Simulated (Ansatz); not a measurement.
**SSi₂Sn (charge +1, doublet): density, localisation and related maps**

Input file:

```
crystal:
  periodic: [false, false, false]
  atoms:
    - {symbol: S, position_ang: [-0.909702, 3.195427, -0.972195]}
    - {symbol: Si, position_ang: [0.684003, 3.558934, -2.354771]}
    - {symbol: Si, position_ang: [0.364673, 1.478010, -0.871809]}
    - {symbol: Sn, position_ang: [2.548903, 1.562879, -2.518395]}
basis:
  gaussian:
    orbitals: def2-TZVPD
output: {forces: true, orbitals: {seedname: orbitals}}
magnetization:
  spin_polarized: true
  initial_magnetization: 1
hamiltonian:
  xc: {name: PBE0}
total_charge: 1
```

Launched as:

```sh
ansatz run input.yaml --threads 1 --pin off --max-ram 2610MiB --events-out events.jsonl --progress --plain --runs-dir runs
```

Geometry: B3LYP-D3(BJ)/def2-SVP; core potentials replace the inner electrons of Sn.

The calculation used isolated molecule in a Gaussian basis; Kohn-Sham density functional theory, functional PBE0 in Ansatz 0.2.0.

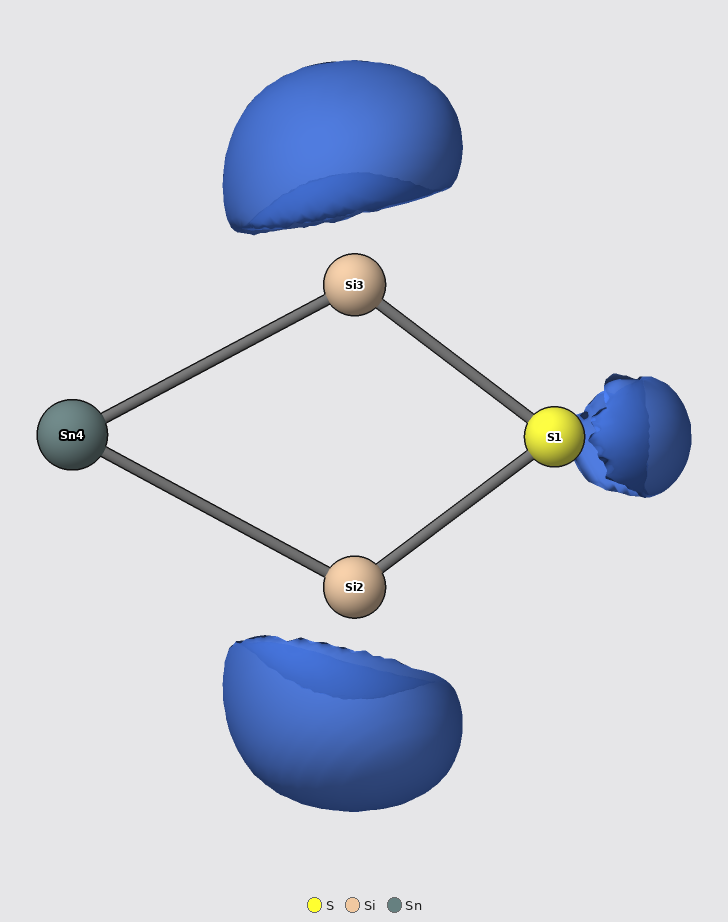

Figure 1. Isosurface of the electron localisation function at 0.9 (blue), seen across its widest extent. Core shells and regions of very low density are left out.

> Describe the localisation domains.

The surface consists of one lobe on S, pointing away from the bonds (non-bonding electrons, which may merge into one lobe) and two lobes on Si, pointing away from the bonds (non-bonding electrons). Profiles from the grid: Si–S (2.14 Å): the ELF peaks at about 0.85 between the atoms, as expected for a shared electron pair. Si–Sn (2.74 Å): the ELF peaks at about 0.80 in the valence shell of Si, 1.1 Å from its nucleus, and drops to about 0.20 between the two atoms.

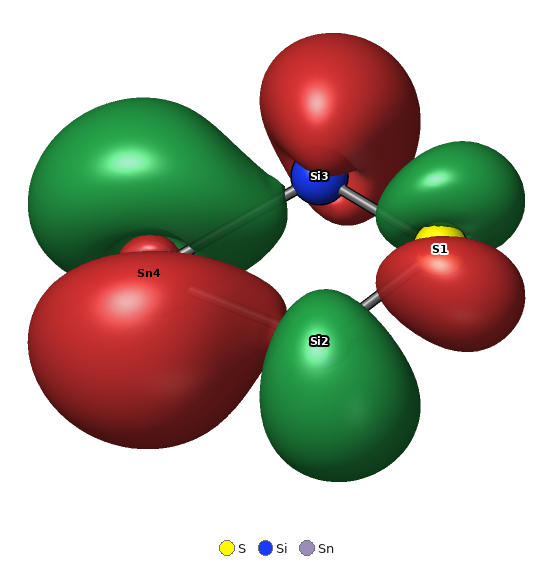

Figure 2. The LUMO (α) at ±0.06 Å⁻³ᐟ² (green and red are the two phases), seen at a tilt.

> Where does this orbital lie, and at what energy?

By Hirshfeld shares it lies mainly on Sn4 (about 50 %), Si2 (about 20 %), Si3 (about 20 %) and S1 (about 10 %); it is symmetric in the molecular plane (an in-plane orbital: σ, lone-pair or in-plane π type). Its energy is −8.11 eV.

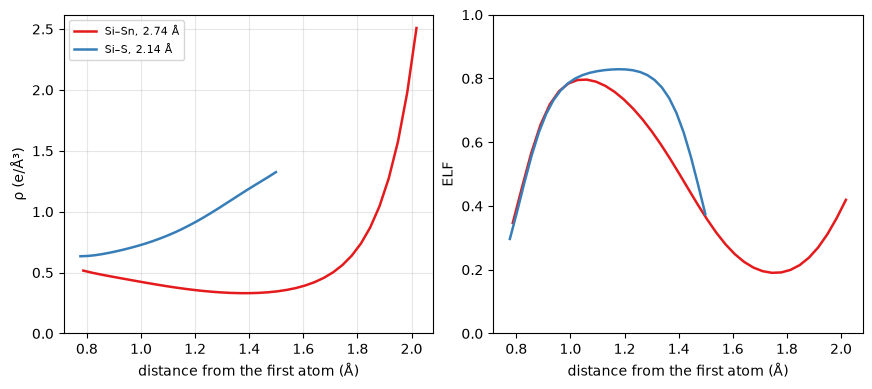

Figure 3. Electron density and electron localisation function along straight lines between neighbouring atoms. The curves leave out the atomic cores.

> Compare the contacts.

Si–Sn (2.74 Å): ρ at the midpoint is about 0.33 e/Å³; the ELF peaks at about 0.80 in the valence shell of Si, 1.1 Å from its nucleus, and drops to about 0.20 between the two atoms.
Si–S (2.14 Å): ρ is about 0.78 e/Å³ halfway; the ELF peaks at about 0.85 between the atoms (a shared electron pair).

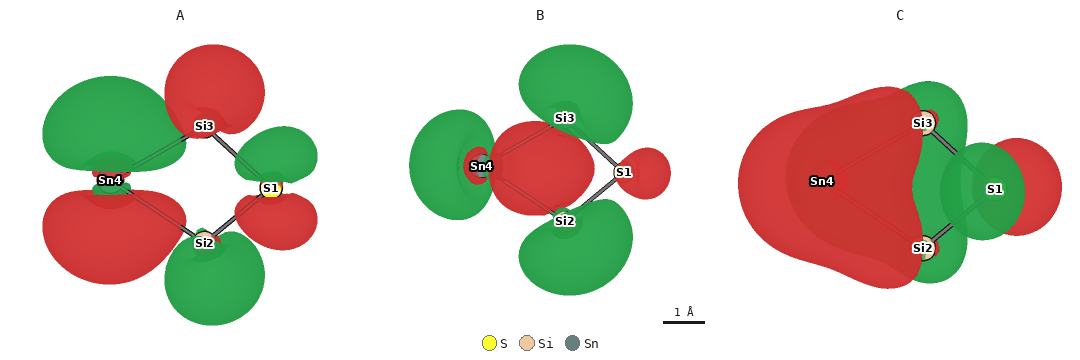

Figure 4. Three frontier orbitals at ±0.08 Å⁻³ᐟ² (green and red are the two phases), in no order.

> Which picture is the HOMO−1, the HOMO and the LUMO? All are α orbitals.

B is the HOMO−1 (α) (−11.47 eV). Its weight (Hirshfeld) is mainly on Si2 (about 35 %), Si3 (about 35 %), Sn4 (about 25 %) and S1 (about 5 %); it is symmetric in the molecular plane (an in-plane orbital: σ, lone-pair or in-plane π type). C is the HOMO (α) (−10.81 eV). By Hirshfeld shares it lies mainly on Sn4 (about 50 %), Si2 (about 15 %), Si3 (about 15 %) and S1 (about 15 %); it changes sign across the molecular plane (π type); π-bonding across Si2–Sn4 and Si3–Sn4; π-antibonding (a node) across S1–Si2 and S1–Si3. A is the LUMO (α) (−8.11 eV). It lies mainly on Sn4 (about 50 %), Si2 (about 20 %), Si3 (about 20 %) and S1 (about 10 %); it is symmetric in the molecular plane (an in-plane orbital: σ, lone-pair or in-plane π type).

> What is the gap between the highest occupied and lowest empty α orbitals?

2.70 eV between the orbital energies.
